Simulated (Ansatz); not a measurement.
# InHF (SMILES [F][InH]): UCCSD(T)/STO-3G

Aim: the vertical ionisation energy of InHF at UCCSD(T)/STO-3G, from 2 runs. 

The results are computed with Ansatz 0.2.0.

65 further runs of the same task are left out: 9 that didn't finish, 56 set aside as unsound or not needed.

### 1 The molecule

InHF: 3 atoms, total charge 0, spin state doublet. As SMILES, `[F][InH]`. The coordinates come from a PBE0-D4/def2-TZVP relaxation.

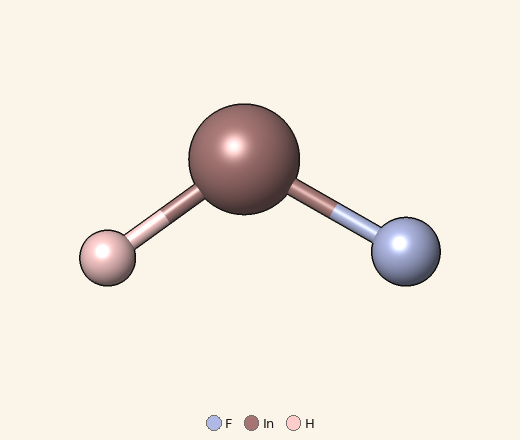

Viewed from a chosen angle; fluorine light blue, indium brown, hydrogen pink.

### 2 A single-point energy at UCCSD(T)/STO-3G

File job.yaml:

```yaml
crystal:
  periodic: [false, false, false]
  atoms:
    - {symbol: F, position_ang: [1.088400, 0.989500, 0.694300]}
    - {symbol: In, position_ang: [-0.522500, 0.355100, -0.244800]}
    - {symbol: H, position_ang: [-0.576900, -1.409400, -0.462800]}
basis:
  gaussian:
    orbitals: STO-3G
magnetization:
  spin_polarized: true
  initial_magnetization: 1
correlation:
  method: ccsd_t
  frozen_orbitals: {F: 1, H: 0, In: 18}
accuracy: high
scf:
  omitted_lower_state_checks: [cluster_reference, increment]
```

Command:

```bash
$ ansatz run job.yaml --threads 1 --pin off --max-ram 2610MiB --events-out events.jsonl --progress --plain --runs-dir runs
```

Output, shortened:

```text
Warning: RAYON_NUM_THREADS=1 ignored (pool sized by the plan → 1); use --threads N
Functional definition: HF
  name "HF"
[...]
590 factors; integrals over basis functions are off by at most 4.0e-9 eV
[...]
mean field -157320.88186824 eV, -5781.4357727342 hartree, gradient 2.4e-8 eV, S^2 0.758704; 0 other end points of the search recorded, 0 dependent functions left out
19 core orbitals not correlated: weight in the atoms' cores, before any rotation towards them, 1.000 or more for the frozen orbitals, at most 0.000 for the correlated occupied ones
reference -157320.88186824 eV, -5781.4357727342 hartree; 11, 10 occupied and 3, 4 virtual orbitals, 590 factors
second order -1.15164047 eV of doubles, -0.00000000 eV of singles
cycle   1  -1.27846143 eV  change   -1.3e-1 eV  update   1.0e-1
[...]
cycle  26  -1.55658654 eV  change  -5.9e-11 eV  update   1.9e-9
perturbative correction -0.16775521 eV, -0.0061648902 hartree
Total energy: -157322.60620999 eV, -5781.4991411246 hartree
Checks for a lower state left out: cluster_reference, increment
```

It took 0.89 s on 1 thread of Arm Neoverse V2, shared host; peak memory 0.1 GiB.

### 3 The singlet cation, same level

Edit job.yaml of step 2 so:

```diff
@@ -9,5 +9,3 @@
     orbitals: STO-3G
-magnetization:
-  spin_polarized: true
-  initial_magnetization: 1
+total_charge: 1
 correlation:
```

Command:

```bash
$ ansatz run job.yaml --threads 1 --pin off --max-ram 2610MiB --events-out events.jsonl --progress --plain --runs-dir runs
```

Output, shortened:

```text
Warning: RAYON_NUM_THREADS=1 ignored (pool sized by the plan → 1); use --threads N
Functional definition: HF
  name "HF"
[...]
590 factors; integrals over basis functions are off by at most 4.0e-9 eV
[...]
mean field -157316.18937595 eV, -5781.2633268233 hartree, gradient 1.2e-8 eV, S^2 0.000000; 0 other end points of the search recorded, 0 dependent functions left out; unrestricted orbitals would lower it
19 core orbitals not correlated: weight in the atoms' cores, before any rotation towards them, 1.000 or more for the frozen orbitals, at most 0.000 for the correlated occupied ones
reference -157316.18937595 eV, -5781.2633268233 hartree; 10, 10 occupied and 4, 4 virtual orbitals, 590 factors
second order -1.68037666 eV of doubles, -0.00000000 eV of singles
cycle   1  -1.74101981 eV  change   -6.1e-2 eV  update   1.6e-1
[...]
cycle  28  -2.21189380 eV  change  -4.7e-11 eV  update   2.2e-9
perturbative correction -0.31428456 eV, -0.0115497446 hartree
Total energy: -157318.71555432 eV, -5781.3561621658 hartree
Checks for a lower state left out: cluster_reference, increment
```

It took 0.6 s on 1 thread of Arm Neoverse V2, shared host.

### 4 What came out

Level: UCCSD(T)/STO-3G, 19 core orbitals frozen.

| quantity | value |
| --- | --- |
| doublet InHF: total energy | -5781.49914 Eh |
| doublet InHF: correlation energy (19 core orbitals frozen) | -63.4 mEh |
| doublet InHF: (T) correction | -6.16 mEh |
| doublet InHF: ⟨S²⟩ of the reference determinant | 0.759 |
| doublet InHF: T1 diagnostic | 0.022 |
| singlet cation: total energy | -5781.35616 Eh |
| singlet cation: correlation energy (19 core orbitals frozen) | -92.8 mEh |
| singlet cation: (T) correction | -11.55 mEh |
| singlet cation: T1 diagnostic | 0.036 |
| vertical ionisation energy (to the singlet cation) | 3.891 eV |

The vertical ionisation energy comes to 3.89 eV (90 kcal/mol). Only the singlet of the ionised species was computed; a triplet could lie lower. In a minimal basis such a difference can be off by several eV, whatever the method. The triples (doublet InHF) make up 9.7 % of the correlation energy. Relativity is left out (doublet InHF) although the molecule holds a heavy atom. The T1 diagnostic (singlet cation) of 0.036 is above the customary mark for such species, so a single reference may not serve.
